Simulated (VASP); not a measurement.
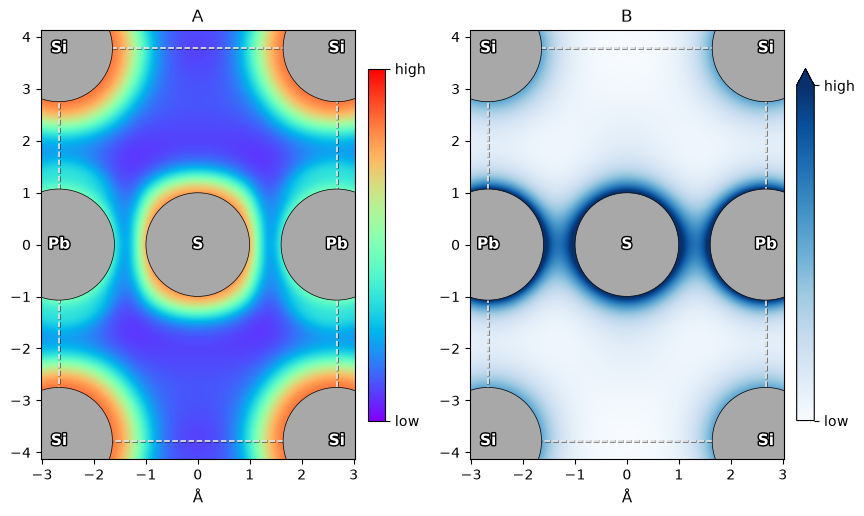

SiPb$_{3}$S: 2 fields on the (11̄0) plane of the conventional cell, with unlabelled colour scales. Grey discs cover the atomic cores.

Space group Pm-3m; a generated structure, not necessarily the stable one.

These are results of Kohn-Sham DFT of a periodic cell, LDA, VASP PAW LDA potentials, recommended in VASP, not measurements.

Input file:

```
SYSTEM = SiPb3S
  ALGO = Normal
  EDIFF = 1E-6
  ENCUT = 520
  ISIF = 2
  ISMEAR = 0
  LASPH = .True.
  LCHARG = .True.
  LELF = .True.
  LREAL = .False.
  LVHAR = .True.
  LWAVE = .False.
  NBANDS = 34
  NELM = 100
  PREC = Accurate
  SIGMA = 0.05
```

Command:

```sh
cat potpaw_LDA.64/Si/POTCAR potpaw_LDA.64/S/POTCAR potpaw_LDA.64/Pb_d/POTCAR > POTCAR
mpirun -np 1 vasp_std > vasp.out
```

Below, planes, directions and counts refer to the conventional cell (a = 5.35 Å, b = 5.35 Å, c = 5.35 Å, α = 90.00°, β = 90.00°, γ = 90.00°).

**The panels show electron localisation function and valence pseudo-density in some order. Assign them.**

Panel A: electron localisation function. Panel B: valence pseudo-density. From the grid: Pb–S (2.67 Å): ρ is about 0.36 e/Å³ halfway; the ELF peaks at about 0.85 in the valence shell of S, 0.7 Å from its nucleus, and drops to about 0.25 between the two atoms. Si–Pb (3.78 Å): ρ at the midpoint is about 0.08 e/Å³; the ELF is about 0.25 at the midpoint (no localised pair shows between them).
